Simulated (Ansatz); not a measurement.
The reference is ZnS in the zinc blende structure (space group F-43m, No. 216; a = 5.3904 Å). Axes: x, y, z lie along the cube axes.

The change: a pure shear with ε_xy = ε_yx = 0.0099, atoms relaxed at fixed cell.

All numbers come from r2SCAN (Ansatz, a first-principles code, PAW, scalar-relativistic without spin-orbit coupling), earlier PAW set.

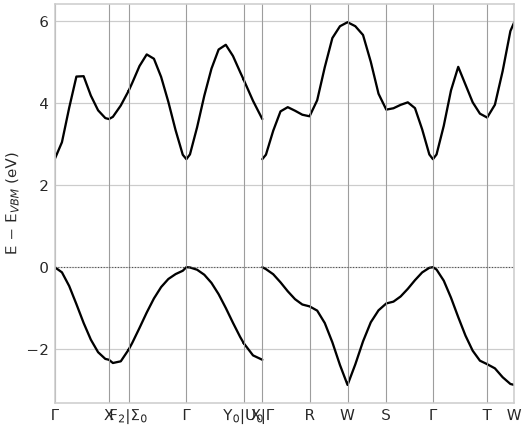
Fig. 1. Highest valence and lowest conduction band along the path of the changed cell's own zone

Question: From the figure, how large is the changed gap, and is it direct?

Answer: About 2.6 eV, direct at Γ.

The cells carry an imposed strain or load. Stability against distortions was not tested. Labels are those of the standard path for the cell's own space group.
